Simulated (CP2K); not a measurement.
Band structure of SiTe2 (P-3m1, 3 atoms in the cell).

```yaml
crystal:
  lattice:
    - [3.79211, 0.00000, 0.00000]
    - [-1.89605, 3.28406, 0.00000]
    - [0.00000, 0.00000, 7.06352]
  atoms:
    - { symbol: Si, position: [0.00000, 0.00000, 0.00000] }
    - { symbol: Te, position: [0.33333, 0.66667, 0.77341] }
    - { symbol: Te, position: [0.66667, 0.33333, 0.22659] }
```

Method: CP2K with PBEsol, GPW, DZVP-MOLOPT-SR-GTH basis, GTH-PBE potentials (GTH_POTENTIALS).

Settings: CUTOFF = 400 Ry; REL_CUTOFF = 40 Ry; SMEAR/METHOD = GAUSSIAN; SIGMA = 0.272 eV; KPOINTS/SCHEME = MONKHORST-PACK 8 8 4; GAMMA_CENTERED = T; XC_FUNCTIONAL = PBE:PBESOL; Si/BASIS_SET = DZVP-MOLOPT-SR-GTH; Si/POTENTIAL = GTH-PBE-q4; Te/BASIS_SET = DZVP-MOLOPT-SR-GTH; Te/POTENTIAL = GTH-PBE-q6; METHOD = GPW; EPS_DEFAULT = 1e-10; EXTRAPOLATION = USE_GUESS.

The starting cell comes from a database of computed structures (which also holds hypothetical and non-ambient phases and stackings), without a prior relaxation at this level. Its lattice was rescaled by a random factor within 2.5 % of one. Spin-orbit coupling is off. Values carry the incompleteness of an atom-centred basis. The potentials were made for another functional than the one used. The run gives no clean gap (levels at the Fermi energy touch, overlap or are partly filled at this smearing), which alone does not show that the compound is a metal.

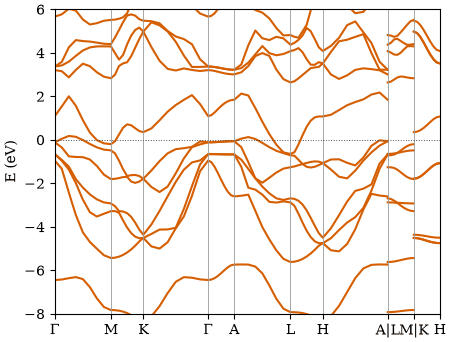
*Bands along the path, energies from the Fermi level.*

Levels in eV from the Fermi level, bands 5 to 10:
```csv
point,5,6,7,8,9,10
Γ,-0.66,-0.66,-0.11,-0.11,1.09,3.20
M,-3.28,-2.93,-1.81,-0.49,-0.20,2.83
K,-4.51,-4.37,-1.79,-1.79,0.35,4.98
A,-0.67,-0.67,-0.06,-0.06,1.84,3.01
L,-2.88,-2.69,-1.26,-0.71,-0.65,2.64
H,-4.75,-4.50,-1.07,-1.07,1.07,3.51
```

Bands cross the Fermi level along this path, so the cell is metallic at this level.

Higher empty bands are left out: an atom-centred basis made for the valence describes them poorly.
